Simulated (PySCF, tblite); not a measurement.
**C₇H₁₁N+ (doublet): geometry, infrared bands and EPR parameters**

What infrared bands and EPR parameters should C₇H₁₁N+ (doublet) (`[CH2+][C](C)C1=NCCC1`) show?

The runs use tblite 0.8.0 and PySCF 2.14.0, with density-fitted response routines of our own; the level of theory stands in each step. All values are computed, except where a source is named. Atoms count from 0, in the outputs and in this text.

### Step 1. The molecule as given

19 atoms, charge 1, multiplicity 2; geometry from: force field or distance geometry start.

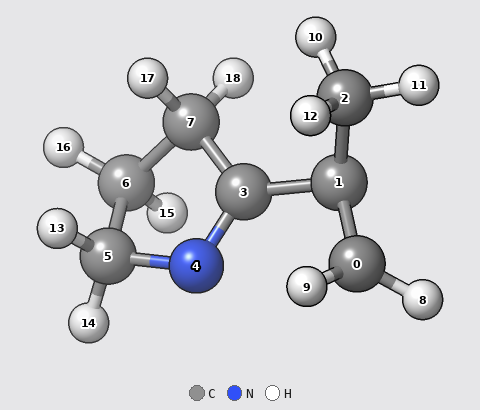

The starting geometry (carbon grey, nitrogen blue, hydrogen white), atoms numbered.

### Step 2. Relaxing the molecule with GFN2-xTB

The job: settings as JSON, then the geometry in Å.

```
{"job": {"kind": "relax", "xc": "GFN2-xTB", "basis": "xTB"}, "charge": 1, "multiplicity": 2}
C     -1.994200     1.160000    -0.982500
C     -1.397600    -0.185500    -0.720900
C     -2.229400    -0.820600     0.379000
C      0.016200     0.010000    -0.258100
N      0.579300     1.165300    -0.293000
C      1.927200     1.063900     0.201700
C      2.283100    -0.407700    -0.039800
C      0.930900    -1.010700     0.299100
H     -2.558500     1.311500    -1.900500
H     -1.891500     1.970800    -0.270200
H     -1.718300    -1.690900     0.810100
H     -3.227300    -1.115200    -0.035700
H     -2.464700    -0.011400     1.128400
H      1.951800     1.246800     1.279700
H      2.570000     1.742900    -0.380200
H      2.440900    -0.575400    -1.108200
H      3.087100    -0.758600     0.612000
H      0.860200    -1.065600     1.415200
H      0.825000    -2.020200    -0.143500
```

Started as:

```sh
$ OMP_NUM_THREADS=1 python probes_run.py task.json out
```

This one command runs all jobs of the session in turn.

**Question.** This job is followed by: GFN2-xTB harmonic vibrations, gas phase; UKS B3LYP, pcH-1 on C H N, non-relativistic, mean-field spin-orbit, GIAO. Predict these results of the whole session: strongest single infrared mode (GFN2-xTB); zero-point energy (GFN2-xTB); g(iso) (B3LYP); ⟨S²⟩; largest a(iso) (averaged by class).

**Answer**, as computed:

| quantity | value |
| --- | --- |
| strongest single infrared mode (GFN2-xTB) | 1559 cm⁻¹, 266 km/mol |
| zero-point energy (GFN2-xTB) | 99.0 kcal/mol |
| g(iso) (B3LYP) | 2.00510 |
| ⟨S²⟩ | 0.769 (exact 0.75) |
| largest a(iso) (averaged by class) | 1H on H13, H14, 145.3 MHz |

Relaxing lowered the energy by 2.975 eV in 118 steps; the close pair that moved most is C0–C1, from 1.495 to 1.358 Å. All 51 modes are real, so the xTB geometry is a minimum. The strongest single mode, at 1559 cm⁻¹, moves mainly C1 and C0. GFN2-xTB is a fitted tight-binding method: band positions and strengths are rough. Its intensities can rank the bands wrongly. The largest spin populations lie on C0 (0.45 e), N4 (0.35 e). The isotropic g lies 2.8 ppt above the free-electron value. These values are for one conformer; the search (at its own cheap level) found 2 more, at 0.90, 0.91 kcal/mol, and measured spectra average over such forms.
